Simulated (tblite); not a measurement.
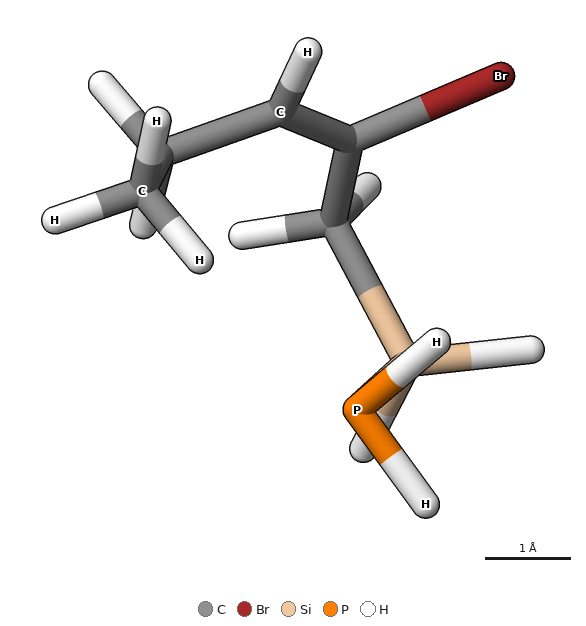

Fig. 1: The input geometry (stick view, seen at a tilt). Bond lengths as drawn: Br–C 1.93 Å, C–C 1.32 to 1.53 Å, C–H 1.08 to 1.10 Å, C–Si 1.92 Å, H–P 1.38 Å, H–Si 1.47 Å and P–Si 2.24 Å.

**C$_{5}$H$_{12}$BrPSi: frequency calculation**

- system: C$_{5}$H$_{12}$BrPSi
- method: GFN2-xTB harmonic vibrations, gas phase (tblite 0.8.0)

It belongs to a series of runs on one base structure; here: constitutional isomer.

What the program printed:
```
mode    cm-1     km/mol
  1      19.0      0.94
  2      35.7      1.15
  3      71.5      0.12
  4      87.4      0.46
  5     126.4      0.46
  6     132.7     11.53
  7     149.0      1.08
  8     209.3      0.38
  9     266.3      0.89
 10     312.5      0.11
 11     323.6      1.70
 12     385.9      1.86
 13     406.1     41.13
 14     476.1     15.97
 15     493.2     10.38
 16     547.2      5.79
 17     618.7     27.56
 18     624.7    184.13
 19     685.4      6.60
 20     700.6      7.14
 21     736.1    148.50
 22     771.5    192.71
 23     789.5     77.28
 24     821.2     77.48
 25     848.8      0.14
 26     930.2     18.99
 27    1026.5     26.29
 28    1062.5      8.01
 29    1084.7      1.04
 30    1138.7      8.81
 31    1142.0     10.37
 32    1151.4     18.53
 33    1198.1     43.75
 34    1240.8      1.20
 35    1292.1      5.45
 36    1344.2      6.41
 37    1410.3      3.74
 38    1457.5      5.53
 39    1466.2      3.26
 40    1496.2      1.47
 41    1497.4      2.63
 42    1704.2     28.24
 43    2233.3    212.75
 44    2237.0    235.80
 45    2307.1    100.33
 46    2387.8    166.71
 47    2933.0     36.01
 48    2986.2     27.22
 49    2994.0      6.04
 50    3002.2     14.67
 51    3019.8     38.92
 52    3032.9     35.04
 53    3039.7     34.32
 54    3064.3     29.58
```

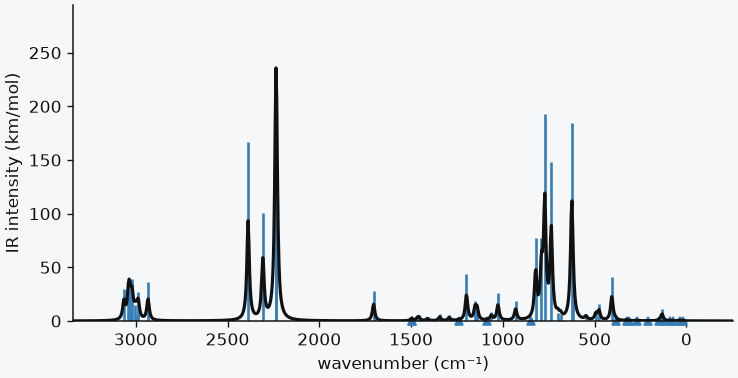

Fig. 2: Harmonic infrared spectrum, unscaled: sticks (degenerate modes added up, dark ones marked on the axis) with a Lorentzian envelope of 16 cm⁻¹ full width, scaled to the tallest stick. 54 modes from 19 to 3064 cm⁻¹, none imaginary. The strongest line is at 2237 cm⁻¹ (236 km/mol).

The run was set up as follows.

Input file:
```
{"job": {"kind": "ir", "xc": "GFN2-xTB", "basis": "xTB"}, "charge": 0, "multiplicity": 1}
C      2.398947     1.172512     0.017273
C      1.867163    -0.254464     0.126177
C      0.848671    -0.354376     1.218717
C     -0.338452    -0.935968     1.133950
Br    -1.480353    -0.879838     2.687527
C     -0.985028    -1.587400    -0.028767
Si    -2.283857    -0.413628    -0.822506
P     -1.249693     1.558455    -1.062472
H      2.852768     1.487490     0.954554
H      3.147882     1.237253    -0.768313
H      1.585851     1.855704    -0.223721
H      2.696410    -0.931351     0.358333
H      1.442940    -0.552806    -0.832890
H      1.149991     0.095353     2.155673
H     -1.484987    -2.502961     0.286876
H     -0.231442    -1.865395    -0.764489
H     -2.616889    -0.935340    -2.151232
H     -3.487017    -0.378783     0.014634
H     -2.374531     2.215171    -1.526008
H     -1.463522     1.981050     0.238444
```

The first line tells a small driver script what to run in tblite; the rest is the geometry in Å.

Launch command:
```bash
OMP_NUM_THREADS=1 python <driver script> task.json out
```

Key numbers:

```tsv
quantity	value
outcome	converged
total energy	−683.9360 eV
zero-point energy	93.6640 kcal/mol
hardware	1 CPU thread, shared host
wall time	0.94 s
peak memory	0.18 GiB
```
